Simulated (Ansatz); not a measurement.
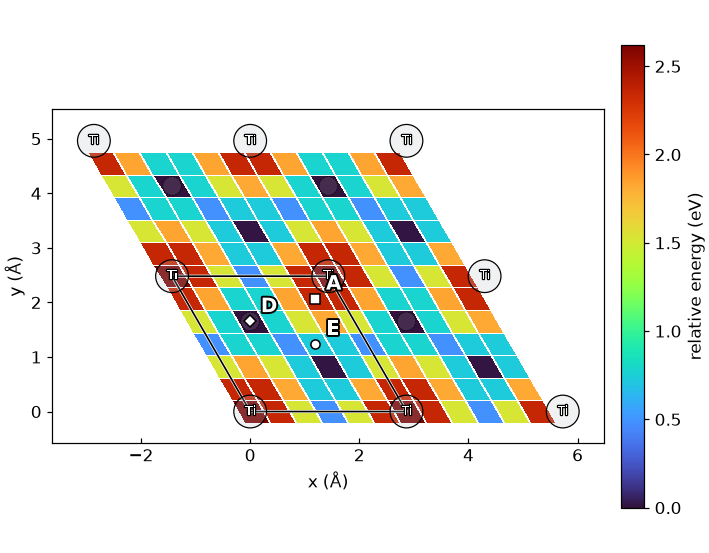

C on a Ti(001) slab cut from the P6_3/mmc phase, its upper half relaxed before the scan (4 atoms of substrate and one adsorbate in a 1 × 1 cell). C is moved over the surface cell; relaxed at each place: the height of the adsorbate's atoms; substrate rigid; the origin of the map has the adsorbate above Ti4. Places are given modulo a cell vector. The map is drawn in real space over the plane of the surface. The grid has 6 × 6 points; 10 points were computed and 26 follow by symmetry. Energies are in eV, from the lowest grid point. With one adsorbate in each 1 × 1 cell, its nearest image is 2.9 Å away, so neighbouring adsorbates interact. Method: DFT LDA, scalar-relativistic, plane waves, PAW in Ansatz 0.2.0. Settings: cutoff 420 eV, k-mesh 9×9×1, gaussian smearing 0.1 eV, no spin polarisation.

Drawn: one coloured cell a grid point, labelled circles for the atoms of the top layer and small ones for the second layer, the outline of one cell of the 2 × 2 shown, lettered points.

What kind of point is each of D, E: minimum, saddle, maximum or slope?

Answer. D: minimum; E: on a slope. (In these two coordinates alone; a stationary point may lie a little off the grid point.)

Rank the lettered points by energy, lowest first.

Answer. D (0.00 eV), E (0.73 eV), A (2.35 eV).
